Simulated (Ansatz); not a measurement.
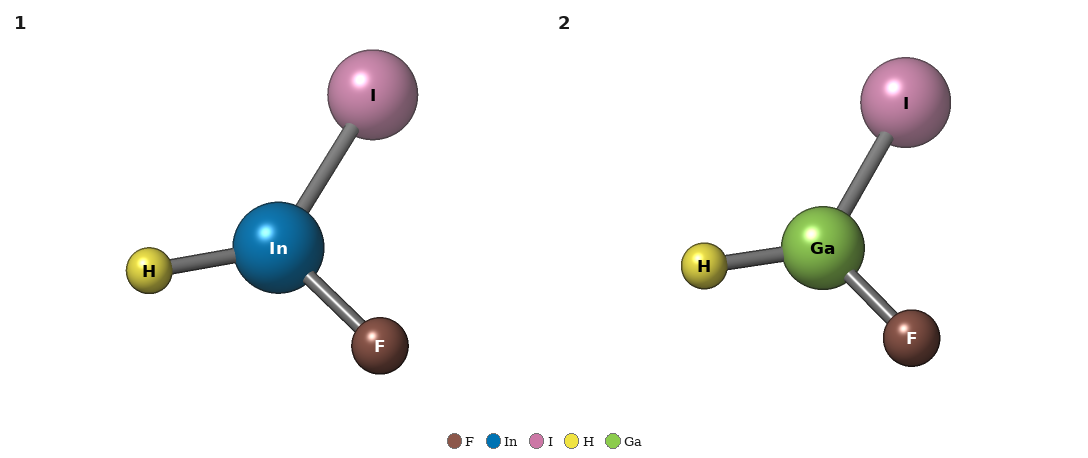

2 molecules with one skeleton, seen from the same side and at one scale. Charge 0, singlet. Computed geometries: PBE0-D4/def2-TZVP optimisations, one conformation each. Properties computed with Ansatz 0.2.0. Elements past Kr carry core potentials.

One atom differs, called X below: In in panel 1, Ga in panel 2. Their formulas are FHIIn (`[F][InH][I]`), FGaHI (`[F][GaH][I]`).

**In which is the HOMO–LUMO gap larger (PBE0-D4/def2-TZVPP)?**

In panel 2 (X = Ga).

**In which is the length of X–F larger (PBE0-D4/def2-TZVP)?**

In panel 1 (X = In).

Give the values. With PBE0-D4/def2-TZVP: length of X–F (Å), length of X–H (Å), length of X–I (Å), angle I–X–H (°). With PBE0-D4/def2-TZVPP: HOMO energy (Kohn–Sham orbital) (eV), HOMO–LUMO gap (eV). With PBE-D4/def2-TZVPP: dipole moment (D).

```csv
quantity,1 (In),2 (Ga),2 − 1
length of X–F (Å),1.945,1.748,−0.197
length of X–H (Å),1.696,1.547,−0.149
length of X–I (Å),2.630,2.462,−0.168
angle I–X–H (°),130.5,127.0,−3.5
HOMO energy (Kohn–Sham orbital) (eV),−7.93,−8.04,−0.11
HOMO–LUMO gap (eV),5.98,6.32,+0.34
dipole moment (D),2.42,1.74,−0.68
```
